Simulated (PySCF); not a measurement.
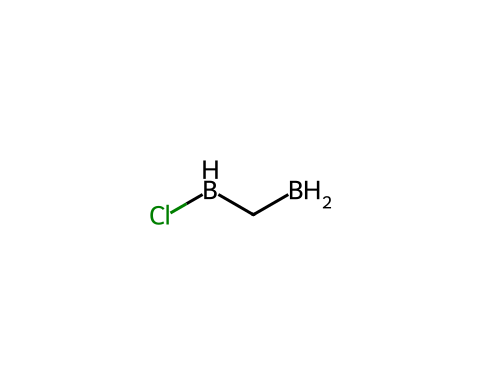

Transcribe the drawing into SMILES.

Answer. BCBCl

Give the formula, hydrogens included.

Answer. CH5B2Cl.

An optimisation with PBE0-D3(BJ)/def2-SVP gave a structure of which point group?

Answer. C1. Other conformers may differ.

More results for the same structure follow; atom numbers are the same in all pictures, views and colours differ. Computed geometry: PBE0-D3(BJ)/def2-SVP optimisation. No frequency run is at hand to confirm it as a minimum.

Quadrupole coupling

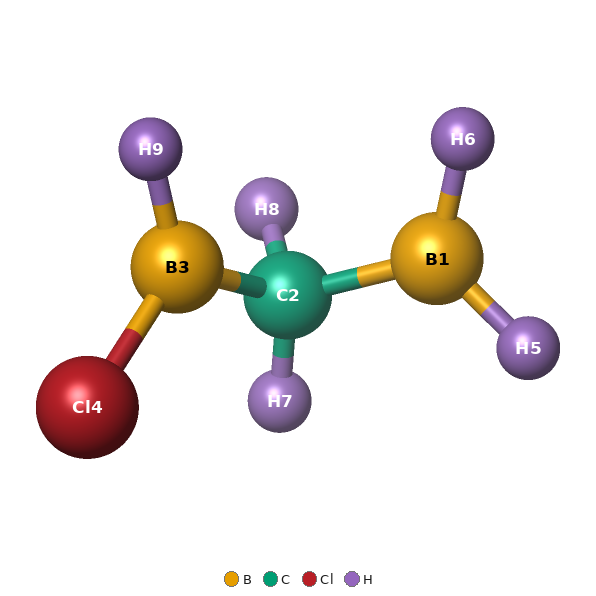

No frequency run is at hand to confirm it as a minimum. Electric field gradients from the ground-state density, PBE0/STO-3G (PySCF 2.14.0), non-relativistic apart from any core potentials.

Give the largest field-gradient component, the quadrupole coupling constant and the asymmetry for 11B at B1 (Q = 40.59 mb), 11B at B3 (Q = 40.59 mb), 35Cl at Cl4 (Q = −81.7 mb), 2H at H5 (Q = 2.86 mb), 2H at H6 (Q = 2.86 mb).

```csv
atom,V_zz (a.u.),e²qQ/h (MHz),η
B1,0.507,4.84,0.15
B3,0.318,3.03,0.96
Cl4,2.491,−47.8,0.46
H5,0.173,0.116,0.17
H6,0.171,0.115,0.17
```

NMR shielding

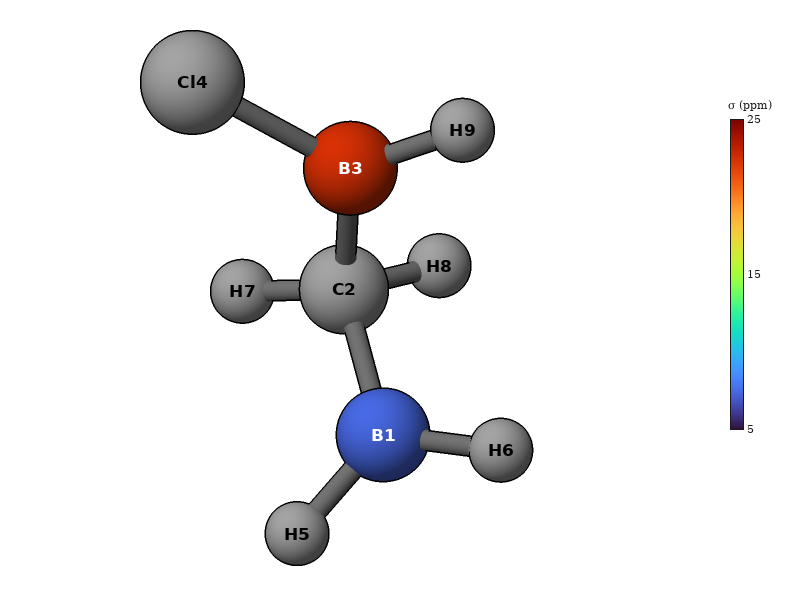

Atoms are coloured by their isotropic NMR shieldings (B only, the others grey). No frequency run is at hand to confirm it as a minimum. Properties computed with GIAO BP86/pcSseg-2 NMR shielding, non-relativistic, gas phase (PySCF 2.14.0).

Give the isotropic NMR shieldings of the B atoms atom by atom.

```csv
atom,σ (ppm)
B1,7.4
B3,22.5
```

Excitation

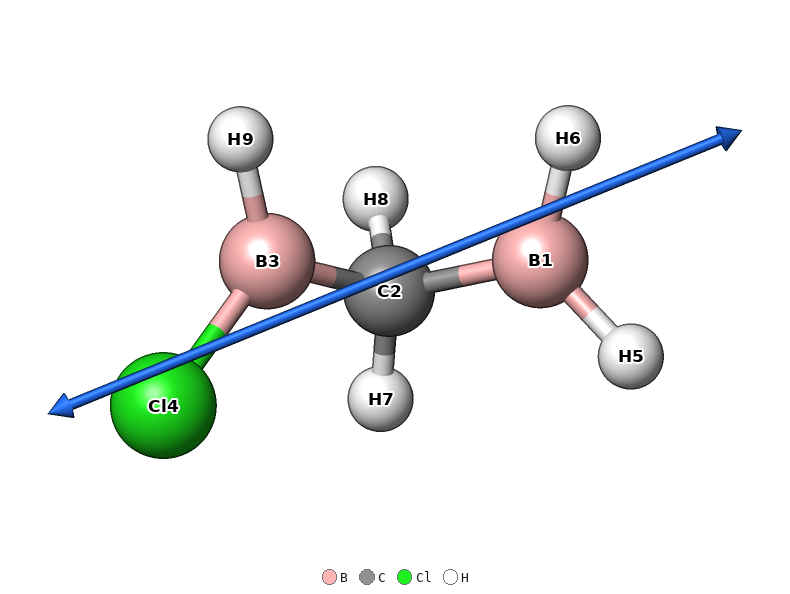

The double arrow shows the direction of the transition dipole to excited singlet state 8 (its length means nothing). No frequency run is at hand to confirm it as a minimum. Method: TDDFT PBE0/6-31+G*, vertical, gas phase, core orbitals frozen in the response (PySCF 2.14.0).

How is the transition polarised?

Answer. Close to the long direction B1···Cl4.

Give its energy, strength and character.

Answer. 7.64 eV (162 nm), oscillator strength 0.060, mainly HOMO−2 → LUMO+1 (weight 0.53); transition dipole 1.44 D.
